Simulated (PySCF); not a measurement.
**BiH3, SMILES `[BiH3]`: what the electrons do**

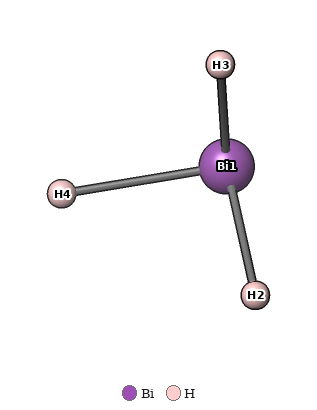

The molecule, with its atoms numbered as below. No frequency check shows the geometry to be a minimum.

Cartesian coordinates (Å):

```
Bi1     -0.0365    0.0000    0.0002
H2       1.0171   -0.5055    1.3312
H3       1.0035   -0.9048   -1.1114
H4       1.0084    1.4103   -0.2360
```

Part 1: Bonding charge

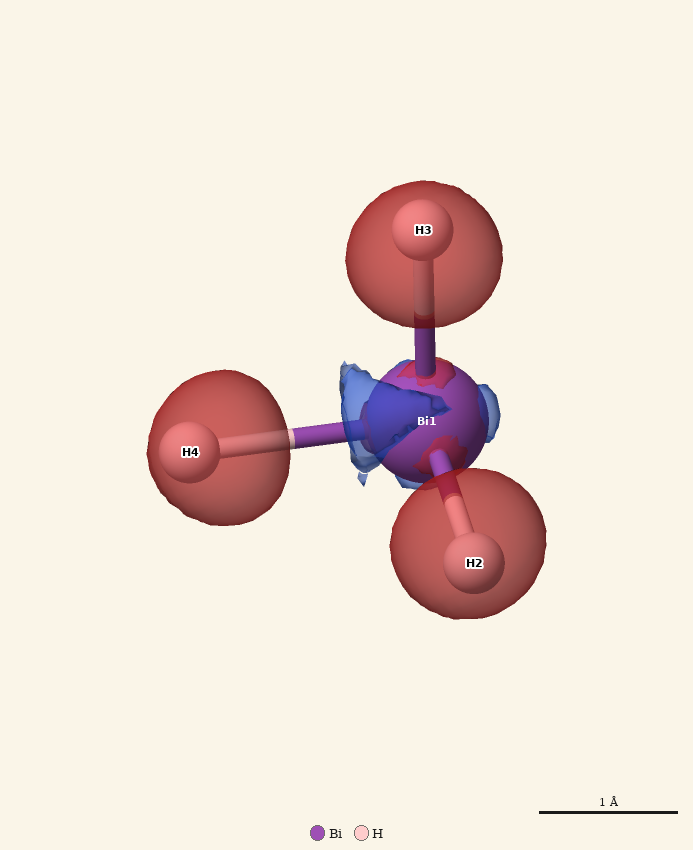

Deformation density (molecule less spherical, spin-averaged free atoms at the same positions), surfaces at ±0.09 e/Å³; red: gain, blue: loss.

Method: PBE/def2-TZVP; geometry: GFN2-xTB; program: PySCF. Core potentials replace the inner electrons of Bi; spin–orbit coupling isn't included.

**How much density has each bond gained at its critical point, relative to the free atoms?**

Bi1–H3, Bi1–H4 and Bi1–H2: +0.18 e/Å³ at the bond critical point (bond length 1.77 Å, Mayer order 1.0). In all, 0.7 electrons gather in the regions of gain relative to the promolecule.

Part 2: Bond critical points

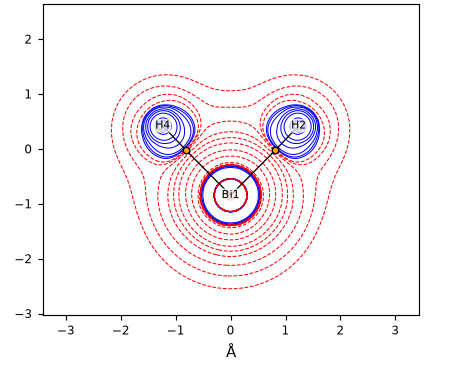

Negative Laplacian of the density (−∇²ρ) in the plane of Bi1, H2 and H4 (solid blue lines positive, dashed red lines negative, contours at ±0.02 to ±8 a.u.), with bond paths and bond critical points (dots).

**Sort the bonds in the plane by the sign of ∇²ρ at their critical points.**

At none is it concentrated. Depleted (∇²ρ > 0): Bi1–H4 and Bi1–H2 (+0.04 a.u., H = −0.056).

**Where along Bi1–H4 does the critical point lie?**

1.16 Å from Bi1 and 0.61 Å from H4.

Part 3: Local ionisation energy

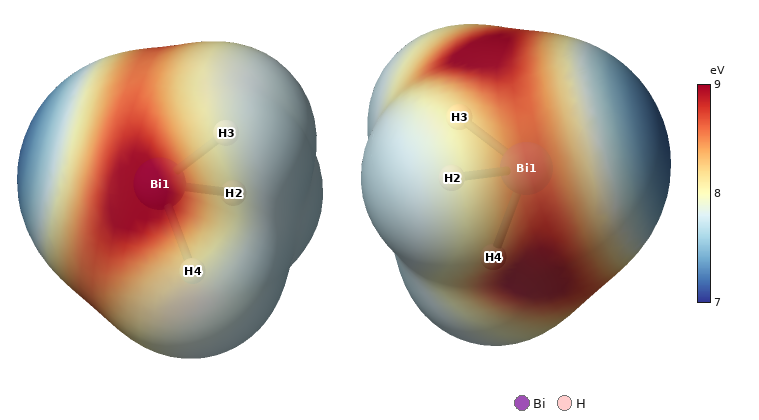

Average local ionisation energy on the surface of electron density 0.001 a.u. (back view left, front view right).

**Locate the minima of the map.**

The lowest value is 7.2 eV, 2.5 Å from Bi1. Further minima include 7.7 eV, 1.7 Å from H3, and at like points elsewhere. For comparison, the highest occupied orbital lies at −6.8 eV.

Part 4: In an electric field

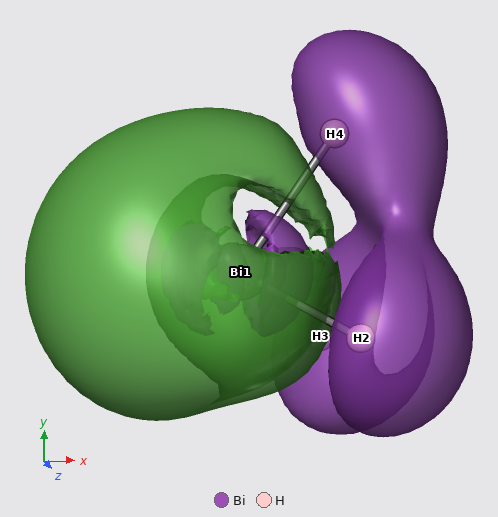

Change of the electron density in a uniform field of 0.21 V/Å, surfaces at ±0.001 e/Å³ (purple: gain, green: loss).

Level of theory: PBE/def2-TZVP (PySCF), at a geometry from GFN2-xTB. Core potentials replace the inner electrons of Bi; spin–orbit coupling isn't included. A basis without diffuse functions makes polarisabilities too small.

The field was applied in both directions; the picture shows the one opposite to the script's first.

**Along which Cartesian direction does the field point?**

Along −x: electrons gather on the +x side, against the field.

**What dipole is induced, and what polarisability does it imply?**

The induced dipole is 0.48 D (along the field); α along this axis, from the fields in both directions, is 47 bohr³ (7.0 Å³).

Part 5: Removing or adding an electron

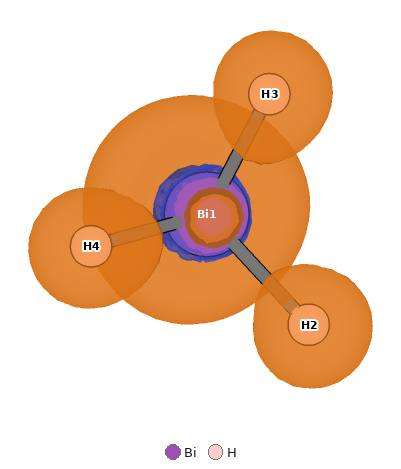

Fukui function f⁻ = ρ(N) − ρ(N−1) at fixed geometry, surfaces at ±0.03 e/Å³ (orange positive, blue negative).

**Which atoms respond most to the removal of an electron?**

f⁻ (Hirshfeld-condensed) is largest on Bi1 (0.60); the vertical ionisation energy is 10.04 eV. Condensed values hint at sites of electrophilic attack but needn't mark the atom that reacts. Orbital relaxation makes it negative in places (0.05 e in all).

```tsv
atom	f⁻	charge
Bi1	+0.60	+0.24
H2	+0.13	−0.08
H3	+0.13	−0.08
H4	+0.13	−0.08
```

The PySCF runs shown took 3.6 s, 6.1 s and 21 s on 1 thread of Intel(R) Xeon(R) 6975P-C (Granite Rapids), on a shared host.
